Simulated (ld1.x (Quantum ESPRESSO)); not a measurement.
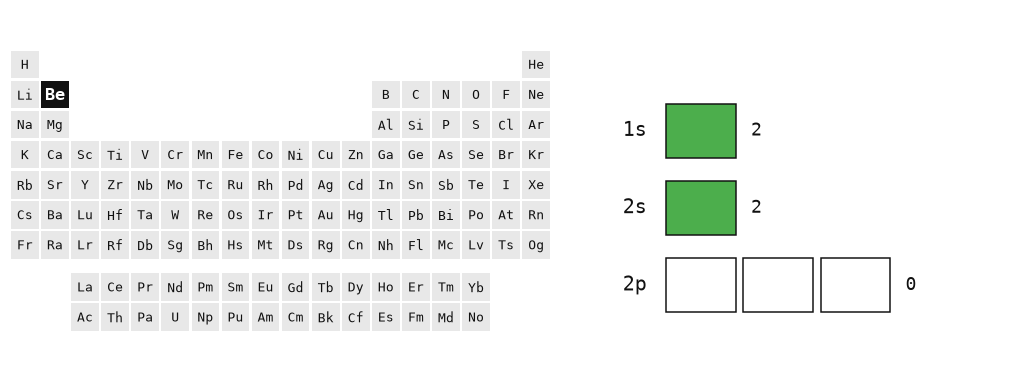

**Figure 1.** Left, the place of beryllium in the periodic table; right, the valence shells of the reference configuration: a box for each of the 2l + 1 orbitals, shaded by the share of the shell that is filled, with the electron count at the right.

**Run report: Be, pseudopotential generation (part 1 of 2)**

- system: beryllium (Be, Z = 4), core none, reference valence 1s2 2s2 2p0, valence charge 4.
- method: TM potential, revPBE, scalar-relativistic, made with ld1.x (Quantum ESPRESSO) 7.5

## The input
```
 &input
   title='Be', zed=4., rel=1, dft='REVPBE', iswitch=3,
   config='[He] 2s2 2p0',
   nld=2, rlderiv=2.85, eminld=-10.0, emaxld=5.0, deld=0.04
 /
 &inputp
   pseudotype=2, tm=.true., lloc=-1, rcloc=1.35,
   nlcc=.false.,
   file_pseudopw='Be.UPF', file_wfcaegen='ae.wfc', file_wfcncgen='nc.wfc', file_beta='beta', file_chi='chi'
 /
2
1S  1  0   2.00   0.00  0.50  0.50  0.0
2P  2  1   0.00   0.00  2.60  2.60  0.0
 &test
   configts(1)='1s2 2s2 2p0'
 /
```

## Input of the test run
```
 &input
   title='Be', zed=4., rel=1, dft='REVPBE', iswitch=2,
   config='[He] 2s2 2p0'
 /
 &test
   file_pseudo='Be.UPF', nconf=8,
   configts(1)='1s2 2s2 2p0',
   configts(2)='1s2 2s1 2p0',
   configts(3)='1s2 2s0 2p0',
   configts(4)='1s2 2s1.5 2p0',
   configts(5)='1s2 2s0 2p1',
   configts(6)='1s1 2s2 2p0',
   configts(7)='1s2 2s0 2p2',
   configts(8)='1s2 2s1 2p1'
 /
```

Run as:
```bash
ld1.x < Be.in > Be.out
```

## The program's output
```
     Program LD1 v.7.5
     --------------------------- All-electron run ----------------------------

     Be
     scalar relativistic calculation

     atomic number is  4.00
     dft =REVPBE   lsd =0 sic =0 latt =0  beta=0.20 tr2=1.0E-14
     Exchange-correlation= REVPBE
                           (   1   4   4   4   0   0   0)
     mesh =1041 r(mesh) = 100.85720 a.u. xmin = -7.00 dx = 0.01250
     1 Ry =  13.60569312 eV, c = 137.03599908

     n l     nl                  e(Ry)          e(Ha)          e(eV)
     1 0     1S 1( 2.00)        -7.8162        -3.9081      -106.3452
     2 0     2S 1( 2.00)        -0.4127        -0.2063        -5.6144
     2 1     2P 1( 0.00)        -0.1465        -0.0733        -1.9934

     final scf error:  6.6E-15 reached in  27 iterations

     Etot =     -29.334934 Ry,     -14.667467 Ha,    -399.122111 eV

     Ekin =      29.202044 Ry,      14.601022 Ha,     397.314044 eV
     Encl =     -67.373307 Ry,     -33.686653 Ha,    -916.660536 eV
     Eh   =      14.352602 Ry,       7.176301 Ha,     195.277102 eV
     Exc  =      -5.516273 Ry,      -2.758137 Ha,     -75.052722 eV

     normalization and overlap integrals

     s(1S/1S) =  1.000000  <r> =   0.4197  <r2> =    0.2403  r(max) =   0.2661
     s(2S/2S) =  1.000000  <r> =   2.6036  <r2> =    8.1416  r(max) =   2.0415
     s(2P/2P) =  1.000000  <r> =   3.2599  <r2> =   13.6288  r(max) =   2.3134

     ------------------------ End of All-electron run ------------------------

     --------------------- Generating NC pseudopotential ---------------------

      Generating local potential from pseudized AE potential:
      Matching radius rcloc =   1.3500

      Local pseudo, rcloc= 1.335 Estimated cut-off energy=    12.75 Ry

      Wfc   1S  rcut= 0.503  Using Troullier-Martins method

      Wfc   2P  rcut= 2.621  Using Troullier-Martins method

       Warning: n=1, l=0 expected 0 nodes, found 1
       Setting wfc to zero for this iteration
       (This warning will only be printed once per wavefunction)

     ------------------- End of pseudopotential generation -------------------

     --------------------------- All-electron run ----------------------------

     Be
     scalar relativistic calculation

     atomic number is  4.00
     dft =REVPBE   lsd =0 sic =0 latt =0  beta=0.20 tr2=1.0E-14
     Exchange-correlation= REVPBE
                           (   1   4   4   4   0   0   0)
     mesh =1041 r(mesh) = 100.85720 a.u. xmin = -7.00 dx = 0.01250
     1 Ry =  13.60569312 eV, c = 137.03599908

     n l     nl                  e(Ry)          e(Ha)          e(eV)
     1 0     1S 1( 2.00)        -7.8162        -3.9081      -106.3452
     2 0     2S 1( 2.00)        -0.4127        -0.2063        -5.6144
     2 1     2P 1( 0.00)        -0.1465        -0.0733        -1.9934

     final scf error:  6.6E-15 reached in  27 iterations

     Etot =     -29.334934 Ry,     -14.667467 Ha,    -399.122111 eV

     Ekin =      29.202044 Ry,      14.601022 Ha,     397.314044 eV
     Encl =     -67.373307 Ry,     -33.686653 Ha,    -916.660536 eV
     Eh   =      14.352602 Ry,       7.176301 Ha,     195.277102 eV
     Exc  =      -5.516273 Ry,      -2.758137 Ha,     -75.052722 eV

     normalization and overlap integrals

     s(1S/1S) =  1.000000  <r> =   0.4197  <r2> =    0.2403  r(max) =   0.2661
     s(2S/2S) =  1.000000  <r> =   2.6036  <r2> =    8.1416  r(max) =   2.0415
     s(2P/2P) =  1.000000  <r> =   3.2599  <r2> =   13.6288  r(max) =   2.3134

     ------------------------ End of All-electron run ------------------------

     Computing logarithmic derivative in   2.84333
     Computing logarithmic derivative in   2.84333
     Computing the partial wave expansion
     R is outside the sphere for l=    0 j= 0.00
     R is outside the sphere for l=    1 j= 0.00

     ---------------------- Testing the pseudopotential ----------------------

     Be
     scalar relativistic calculation

     atomic number is  4.00   valence charge is  4.00
     dft =REVPBE   lsd =0 sic =0 latt =0  beta=0.20 tr2=1.0E-14
     mesh =1041 r(mesh) = 100.85720 xmin = -7.00 dx = 0.01250

     n l     nl             e AE (Ry)        e PS (Ry)    De AE-PS (Ry)
     1 0     1S   1( 2.00)       -7.81623       -7.81638        0.00015
     2 0     2S   1( 2.00)       -0.41265       -0.36635       -0.04630  !
     2 1     2P   1( 0.00)       -0.14651       -0.14651        0.00000

     eps = 7.5E-15  iter = 13

     Etot =     -29.334934 Ry,     -14.667467 Ha,    -399.122111 eV
     Etotps =   -28.710742 Ry,     -14.355371 Ha,    -390.629539 eV

     Ekin =      26.131455 Ry,      13.065727 Ha,     355.536555 eV
     Encl =     -27.866672 Ry,     -13.933336 Ha,    -379.145385 eV
     Ehrt =      13.780391 Ry,       6.890195 Ha,     187.491767 eV
     Ecxc =      -5.336661 Ry,      -2.668331 Ha,     -72.608978 eV
     Epseu=     -35.419254 Ry,     -17.709627 Ha,    -481.903497 eV

     ---------------------- End of pseudopotential test ----------------------
```

## Output of the test run (extracts)
```
     ---------------------- Testing the pseudopotential ----------------------

     Be
     scalar relativistic calculation

     atomic number is  4.00   valence charge is  4.00
     dft =REVPBE   lsd =0 sic =0 latt =0  beta=0.20 tr2=1.0E-14
     mesh =1041 r(mesh) = 100.85720 xmin = -7.00 dx = 0.01250

     n l     nl             e AE (Ry)        e PS (Ry)    De AE-PS (Ry)
     1 0     1S   1( 2.00)       -7.81623       -7.81638        0.00015
     2 0     2S   1( 2.00)       -0.41265       -0.36635       -0.04630  !
     2 1     2P   1( 0.00)       -0.14651       -0.14651        0.00000

     eps = 7.6E-15  iter = 13

     Etot =     -29.334934 Ry,     -14.667467 Ha,    -399.122112 eV
     Etotps =   -28.710742 Ry,     -14.355371 Ha,    -390.629539 eV

     Ekin =      26.131455 Ry,      13.065727 Ha,     355.536555 eV
     Encl =     -27.866672 Ry,     -13.933336 Ha,    -379.145385 eV
     Ehrt =      13.780391 Ry,       6.890195 Ha,     187.491767 eV
     Ecxc =      -5.336661 Ry,      -2.668331 Ha,     -72.608978 eV
     Epseu=     -35.419254 Ry,     -17.709627 Ha,    -481.903497 eV

     ---------------------- End of pseudopotential test ----------------------

     ---------------------- Testing the pseudopotential ----------------------

     Be
     scalar relativistic calculation

     atomic number is  4.00   valence charge is  4.00
     dft =REVPBE   lsd =0 sic =0 latt =0  beta=0.20 tr2=1.0E-14
     mesh =1041 r(mesh) = 100.85720 xmin = -7.00 dx = 0.01250

     n l     nl             e AE (Ry)        e PS (Ry)    De AE-PS (Ry)
     1 0     1S   1( 2.00)       -8.66852       -8.60164       -0.06688  !
     2 0     2S   1( 1.00)       -1.00723       -0.92138       -0.08585  !
     2 1     2P   1( 0.00)       -0.71547       -0.69139       -0.02408  !

     eps = 5.3E-16  iter = 14

     Etot =     -28.632443 Ry,     -14.316221 Ha,    -389.564230 eV
     Etotps =   -28.073824 Ry,     -14.036912 Ha,    -381.963837 eV
     dEtot_ae =       0.702491 Ry
     dEtot_ps =       0.636917 Ry,   Delta E=       0.065574 Ry

     Ekin =      25.656976 Ry,      12.828488 Ha,     349.080947 eV
     Encl =     -24.819639 Ry,     -12.409820 Ha,    -337.688398 eV
     Ehrt =      11.265843 Ry,       5.632921 Ha,     153.279601 eV
     Ecxc =      -4.923662 Ry,      -2.461831 Ha,     -66.989831 eV
     Epseu=     -35.253342 Ry,     -17.626671 Ha,    -479.646156 eV

     ---------------------- End of pseudopotential test ----------------------

     ---------------------- Testing the pseudopotential ----------------------

     Be
     scalar relativistic calculation

     atomic number is  4.00   valence charge is  4.00
     dft =REVPBE   lsd =0 sic =0 latt =0  beta=0.20 tr2=1.0E-14
     mesh =1041 r(mesh) = 100.85720 xmin = -7.00 dx = 0.01250

     n l     nl             e AE (Ry)        e PS (Ry)    De AE-PS (Ry)
     1 0     1S   1( 2.00)       -9.73461       -9.57429       -0.16032  !
     2 0     2S   1( 0.00)       -1.56053       -1.40628       -0.15425  !
     2 1     2P   1( 0.00)       -1.29380       -1.22527       -0.06852  !

     eps = 3.4E-16  iter =  8

     Etot =     -27.311409 Ry,     -13.655704 Ha,    -371.590644 eV
     Etotps =   -26.864644 Ry,     -13.432322 Ha,    -365.512096 eV
     dEtot_ae =       2.023526 Ry
     dEtot_ps =       1.846098 Ry,   Delta E=       0.177428 Ry

     Ekin =      24.747402 Ry,      12.373701 Ha,     336.705562 eV
     Encl =     -21.066615 Ry,     -10.533308 Ha,    -286.625902 eV
     Ehrt =       8.930771 Ry,       4.465385 Ha,     121.509327 eV
     Ecxc =      -4.530040 Ry,      -2.265020 Ha,     -61.634338 eV
     Epseu=     -34.946161 Ry,     -17.473081 Ha,    -475.466744 eV

     ---------------------- End of pseudopotential test ----------------------

     ---------------------- Testing the pseudopotential ----------------------

     Be
     scalar relativistic calculation

     atomic number is  4.00   valence charge is  4.00
     dft =REVPBE   lsd =0 sic =0 latt =0  beta=0.20 tr2=1.0E-14
     mesh =1041 r(mesh) = 100.85720 xmin = -7.00 dx = 0.01250

     n l     nl             e AE (Ry)        e PS (Ry)    De AE-PS (Ry)
     1 0     1S   1( 2.00)       -8.21239       -8.18151       -0.03088  !
     2 0     2S   1( 1.50)       -0.69872       -0.63339       -0.06533  !
     2 1     2P   1( 0.00)       -0.41440       -0.40358       -0.01082  !

     eps = 1.5E-15  iter = 12

     Etot =     -29.058253 Ry,     -14.529126 Ha,    -395.357672 eV
     Etotps =   -28.461917 Ry,     -14.230958 Ha,    -387.244105 eV
     dEtot_ae =       0.276681 Ry
     dEtot_ps =       0.248825 Ry,   Delta E=       0.027856 Ry

     Ekin =      25.949115 Ry,      12.974557 Ha,     353.055694 eV
     Encl =     -26.445295 Ry,     -13.222648 Ha,    -359.806572 eV
     Ehrt =      12.526203 Ry,       6.263102 Ha,     170.427679 eV
     Ecxc =      -5.137013 Ry,      -2.568506 Ha,     -69.892621 eV
     Epseu=     -35.354927 Ry,     -17.677463 Ha,    -481.028286 eV

     ---------------------- End of pseudopotential test ----------------------

     ---------------------- Testing the pseudopotential ----------------------

     Be
     scalar relativistic calculation

     atomic number is  4.00   valence charge is  4.00
     dft =REVPBE   lsd =0 sic =0 latt =0  beta=0.20 tr2=1.0E-14
     mesh =1041 r(mesh) = 100.85720 xmin = -7.00 dx = 0.01250

     n l     nl             e AE (Ry)        e PS (Ry)    De AE-PS (Ry)
     1 0     1S   1( 2.00)       -8.71170       -8.59492       -0.11678  !
     2 0     2S   1( 0.00)       -1.01048       -0.90991       -0.10057  !
     2 1     2P   1( 1.00)       -0.72169       -0.68331       -0.03838  !

     eps = 1.2E-15  iter = 14

     Etot =     -28.342086 Ry,     -14.171043 Ha,    -385.613719 eV
     Etotps =   -27.845374 Ry,     -13.922687 Ha,    -378.855612 eV
     dEtot_ae =       0.992849 Ry
     dEtot_ps =       0.865368 Ry,   Delta E=       0.127481 Ry

     Ekin =      25.691856 Ry,      12.845928 Ha,     349.555510 eV
     Encl =     -24.917701 Ry,     -12.458850 Ha,    -339.022592 eV
     Ehrt =      11.276756 Ry,       5.638378 Ha,     153.428085 eV
     Ecxc =      -4.891940 Ry,      -2.445970 Ha,     -66.558234 eV
     Epseu=     -35.004345 Ry,     -17.502173 Ha,    -476.258381 eV

     ---------------------- End of pseudopotential test ----------------------

     ---------------------- Testing the pseudopotential ----------------------

     Be
     scalar relativistic calculation

     atomic number is  4.00   valence charge is  4.00
     dft =REVPBE   lsd =0 sic =0 latt =0  beta=0.20 tr2=1.0E-14
     mesh =1041 r(mesh) = 100.85720 xmin = -7.00 dx = 0.01250

     n l     nl             e AE (Ry)        e PS (Ry)    De AE-PS (Ry)
     1 0     1S   1( 1.00)      -11.13541      -11.21498        0.07957  !
     2 0     2S   1( 2.00)       -1.32901       -1.20265       -0.12637  !
     2 1     2P   1( 0.00)       -1.02877       -1.00268       -0.02608  !

     eps = 6.8E-15  iter = 12

     Etot =     -19.894781 Ry,      -9.947390 Ha,    -270.682284 eV
     Etotps =   -19.224975 Ry,      -9.612487 Ha,    -261.569108 eV
     dEtot_ae =       9.440153 Ry
     dEtot_ps =       9.485767 Ry,   Delta E=      -0.045613 Ry

     Ekin =      16.423005 Ry,       8.211503 Ha,     223.446369 eV
     Encl =     -19.371542 Ry,      -9.685771 Ha,    -263.563251 eV
     Ehrt =       6.403985 Ry,       3.201993 Ha,      87.130656 eV
     Ecxc =      -3.059909 Ry,      -1.529955 Ha,     -41.632185 eV
     Epseu=     -19.620514 Ry,      -9.810257 Ha,    -266.950696 eV

     ---------------------- End of pseudopotential test ----------------------
```

(Continued in part 2.) Outcome of the run: generated; the pseudo-atom misses its reference levels by up to 0.63 eV (2s, which has no pseudo-wave of its own); ld1.x warns of wrong node counts.
